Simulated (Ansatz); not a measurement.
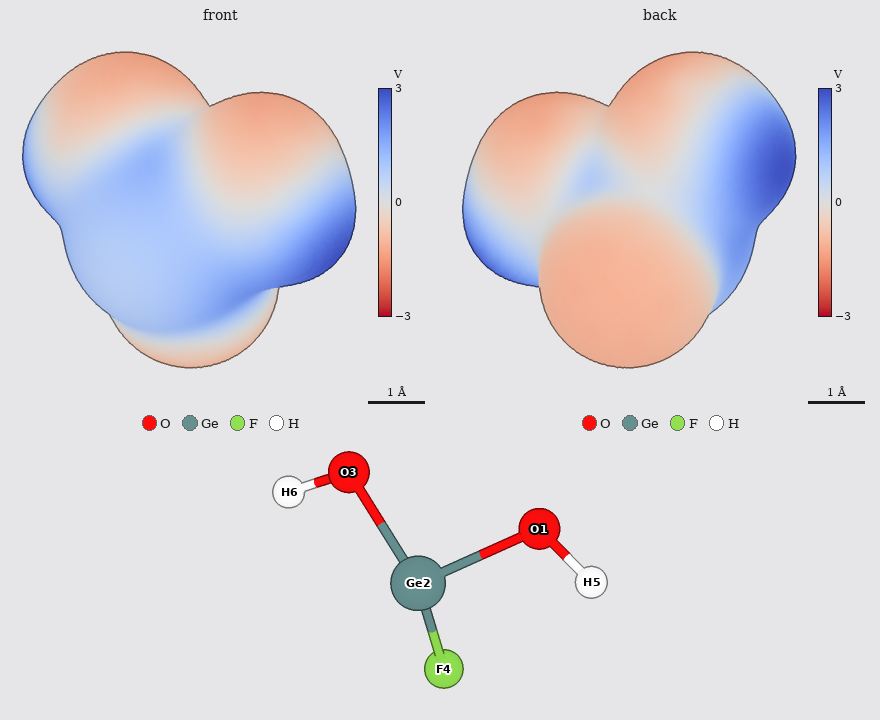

*FGeH2O2 (doublet). The molecular electrostatic potential painted on the density surface at 0.002 e/bohr³, seen from the front and from behind; the colour scale runs from red (negative) to blue (positive). The bare structure is drawn below in the same view.*

Geometry: PBE0-D4/def2-TZVP.

All numbers below come from UKS PBE0-D4/def2-TZVPP in Ansatz.

Input file:

```
crystal:
  periodic: [false, false, false]
  atoms:
    - {symbol: O, position_ang: [-0.639754, 1.341488, -0.464064]}
    - {symbol: Ge, position_ang: [0.211372, -0.204776, -0.465624]}
    - {symbol: O, position_ang: [1.220457, -0.112458, 0.979163]}
    - {symbol: F, position_ang: [-0.962196, -1.482700, -0.231541]}
    - {symbol: H, position_ang: [-1.362661, 1.364180, -1.098200]}
    - {symbol: H, position_ang: [1.574882, -0.969634, 1.234066]}
basis:
  gaussian: {orbitals: def2-TZVPP}
magnetization: {spin_polarized: true, initial_magnetization: 1}
hamiltonian: {xc: pbe0, dispersion: d4}
output: {orbitals: {seedname: orbitals}}
```

Launched as:

```sh
ansatz run in.yaml --threads 2 --pin off --events-out ev --progress --plain --max-ram 22528MiB --backend cpu
```

Where is the surface potential most negative and most positive?

The most negative region (about −1.3 V) lies over O1 and O3, the most positive (about +2.8 V) over H5 and H6.
